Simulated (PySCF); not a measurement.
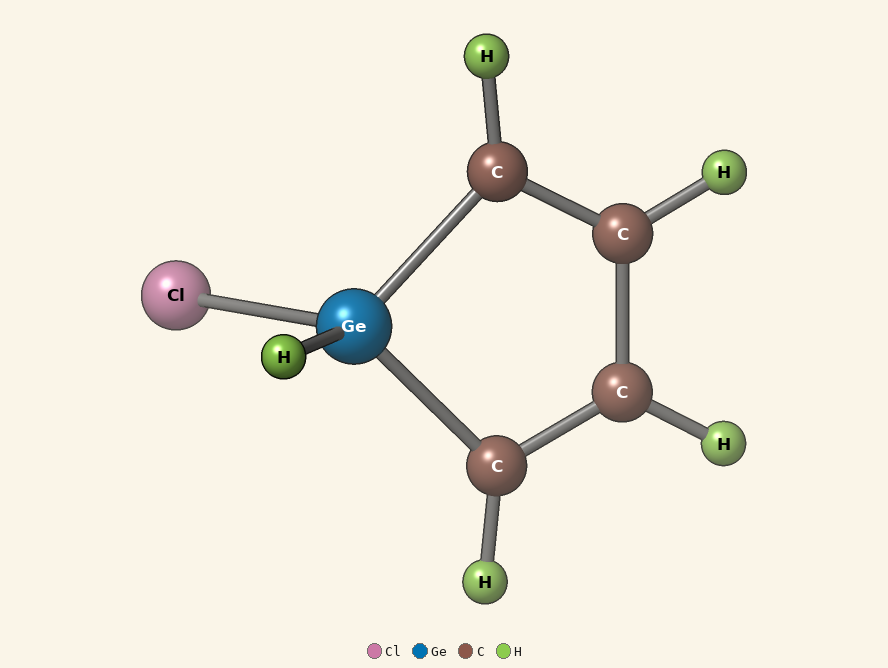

Atoms fade into the background with distance from the viewer. The geometry was computed by an optimisation with PBE0-D3(BJ)/def2-SVP. No frequency run is at hand to confirm it as a minimum.

Question: Which symmetry elements does this geometry have?

Answer: It has 1 mirror plane, so the point group is Cs. The group has 2 operations. The geometry is achiral, and symmetry allows a dipole moment.
